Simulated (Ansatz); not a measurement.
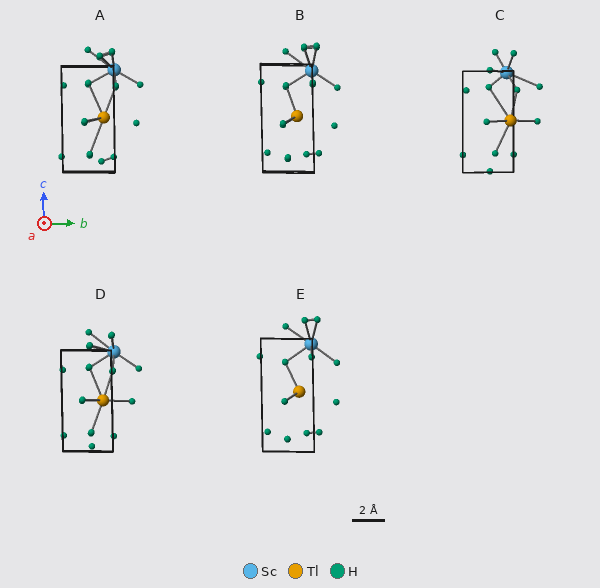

5 geometries from one relaxation of crystalline ScTlH6 (built on the AlSiNi6-123 type type), in shuffled order. Style: ball-and-stick. Shown: the cell of the calculation, along the a axis.

Case: shaken.

These are results of DFT, PBEsol, plane waves, PAW in Ansatz 0.2.0, not measurements. Settings: plane-wave cutoff 420 eV; k-point mesh 6 × 6 × 4; occupations fermi dirac; smearing width 0.05 eV; no spin polarisation; cell and atoms relaxed; force threshold 0.01 eV/Å; at most 120 steps.

**Put them in the order of the run, from the start to the converged end.**

C, D, A, B, E. They are steps 0, 4, 8, 11, 24, at +506 meV per atom, +147 meV per atom, +52.7 meV per atom, +9.9 meV per atom relative to the last. The atom that moves furthest relative to the cell is an H atom (1.54 Å along [0 2 1]). Largest moves by element: H 1.54 Å, Tl 0.75 Å, Sc 0.43 Å. The volume changes by +22.0 %, with a 3.226 → 3.468 Å (+7.5 %), b 3.257 → 3.314 Å (+1.8 %), c 6.496 → 7.245 Å (+11.5 %), α 89.4° → 91.5°, β 90.8° → 90.1°, γ 89.6° → 90.0°. Near-neighbour distances that change, for instance: H–H 1.874 → 0.807 Å, H–Sc 2.857 → 1.999 Å, H–Tl 2.337 → 3.128 Å, H–Tl 2.293 → 3.013 Å. New bonds form, among them: H–Sc (2.86 → 2.00 Å). Bond angles that change, for instance: Sc–H–Sc 102.2° → 128.8°, Sc–H–Sc 112.1° → 95.5°, Sc–H–Sc 117.4° → 108.7°. The space group (tolerance 0.01 Å) goes from P1 (No. 1) to Pm (No. 6). Over 21 accepted moves (24 points after the start) the energy falls by 506 meV per atom. The largest force component goes from 9.3 to 0.0047 eV/Å. Pressure: 13.23 GPa at the start and 0.00 GPa at the end. The line search rejected the trial step at point 22 of the run. The SCF was repeated twice at an unchanged geometry on a basis and grid sized afresh for the cell, which shifted the energy by 3.2 meV per atom at most.
